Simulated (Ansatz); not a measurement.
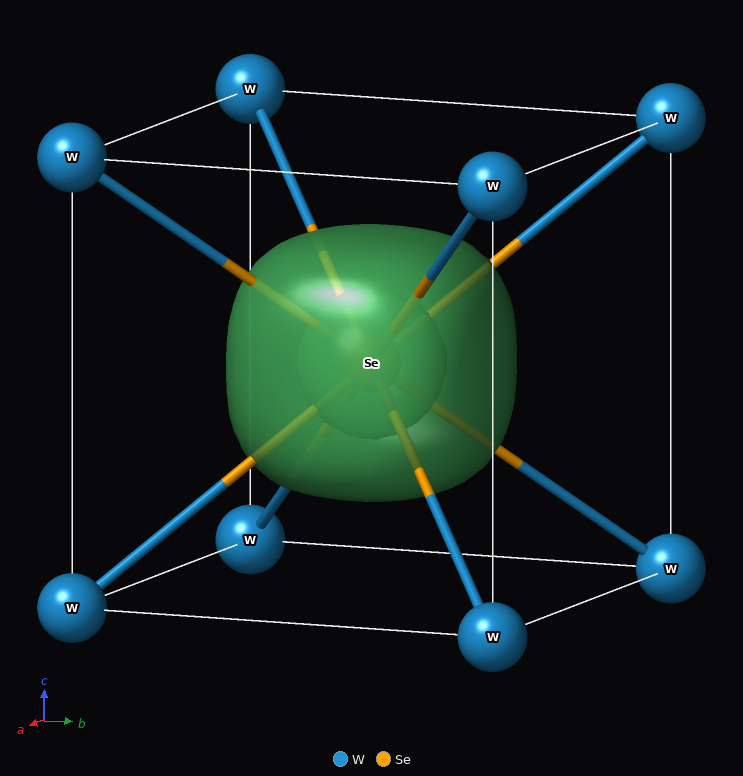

Figure. WSe. Isosurface of the electron localisation function at 0.65 (green), seen slightly off an axis. Core shells and regions of very low density are left out. Sticks mark near contacts.

Space group Pm-3m; started from the CsCl (B2) prototype, which need not be the ambient phase; computed pressure about −31 GPa in this cell.

Computed with DFT PBEsol, scalar-relativistic, plane waves, PAW (Ansatz).

Core electrons are frozen (PAW), and the valence fields are smoothed inside the atomic spheres.

```yaml
crystal:
  lattice:
    - [3.39657, 0.00000, 0.00000]
    - [0.00000, 3.39657, 0.00000]
    - [0.00000, 0.00000, 3.39657]
  atoms:
    - { symbol: W, position: [0.00000, 0.00000, 0.00000] }
    - { symbol: Se, position: [0.50000, 0.50000, 0.50000] }
```

> Describe the localisation domains.

The surface consists of one region wrapped around Se (its valence shell), counted in one cell of 2 atoms. Regions shared between cells count once. Profiles from the grid: W–Se (2.94 Å): the ELF is about 0.35 at the midpoint.
